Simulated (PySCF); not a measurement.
Fe(Cp)(CO)2(Me), C₈H₈FeO₂, singlet at its GFN2-xTB optimised geometry (Å):

```
19

Fe    -0.3982    -0.2211     0.0000
C      1.9289    -0.2211     0.0000
C      1.4585     1.1088     0.0000
C      0.7295     1.3155    -1.2025
C      0.7308     0.1047    -1.9245
C      1.4559    -0.8554    -1.1693
H      2.5876    -0.6578     0.7326
H      1.7346     1.8756     0.7048
H      0.3538     2.2625    -1.5542
H      0.3525    -0.0377    -2.9236
H      1.7329    -1.8401    -1.5080
O     -2.5876    -1.8756    -0.8897
C     -1.6915    -1.2381    -0.5648
O     -2.4940     1.3533     1.2049
C     -1.6348     0.7597     0.7314
C     -0.4233    -1.3167     1.6856
H      0.1067    -2.2455     1.4711
H     -1.3848    -1.5795     2.1214
H      0.1386    -0.7611     2.4374
```

Method: PBE0/def2-SVP (PySCF). Cells within 0.4 Å of a nucleus heavier than hydrogen are left out (blank, or x).

Map of the log10 of the electron density (e/bohr³), floored at −4 on the plane z = 0.0 Å:

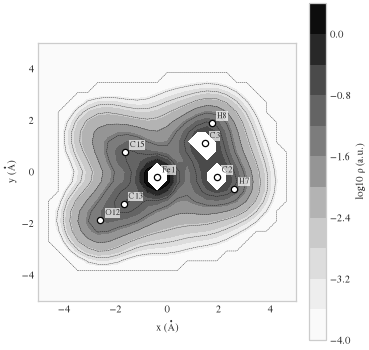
Figure. Log10 of the electron density (e/bohr³), floored at −4 on the plane z = 0.0 Å.
